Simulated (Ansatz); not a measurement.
# Fields on a plane of Bi2Se3 (Bi2Te3 type, space group R-3m)

```yaml
crystal:
  lattice:
    - [2.07230, 1.19644, 9.75526]
    - [-2.07230, 1.19644, 9.75526]
    - [0.00000, -2.39289, 9.75526]
  atoms:
    - { symbol: Bi, position: [0.39938, 0.39938, 0.39938] }
    - { symbol: Bi, position: [0.60062, 0.60062, 0.60062] }
    - { symbol: Se, position: [0.00000, 0.00000, 0.00000] }
    - { symbol: Se, position: [0.21420, 0.21420, 0.21420] }
    - { symbol: Se, position: [0.78580, 0.78580, 0.78580] }
```

The slice is a (1 -1 0 2) plane (indices of the conventional cell) through the point (0.000, 0.000, 0.000) (fractional), spanned by u = [1 0 -1] and v = [010] in vectors of this cell: u (4.14 Å) and v (10.04 Å, at 90° to u). It covers one period; positions are fractions (u, v).

Atoms on it: Se at (0.00, 0.00). Other atoms lie within 1 Å of the plane.

Level of theory: r2SCAN+rVV10 (plane waves to 500 eV, PAW, scalar-relativistic; Ansatz, a first-principles code). k mesh 9×9×9. Near the nuclei the fields are pseudised (PAW); where an atom keeps semicore shells as valence, they peak there. Bi2Se3 was relaxed with its symmetry unable to fall. Spin-orbit coupling is left out, though Bi is heavy.

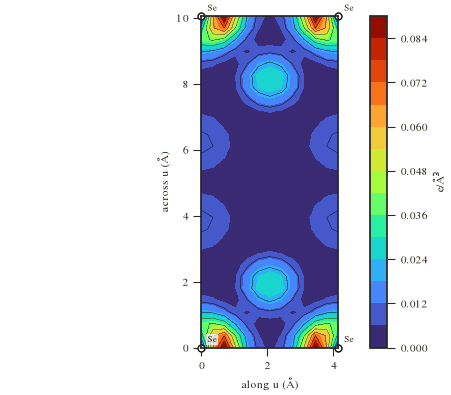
Density of the highest valence band (whole band, smooth part) in e/Å³, one period of the plane, atoms marked. 

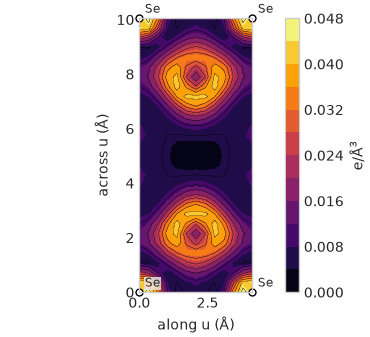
Density of the lowest conduction band (whole band as if filled, smooth part) in e/Å³, one period of the plane, atoms marked.
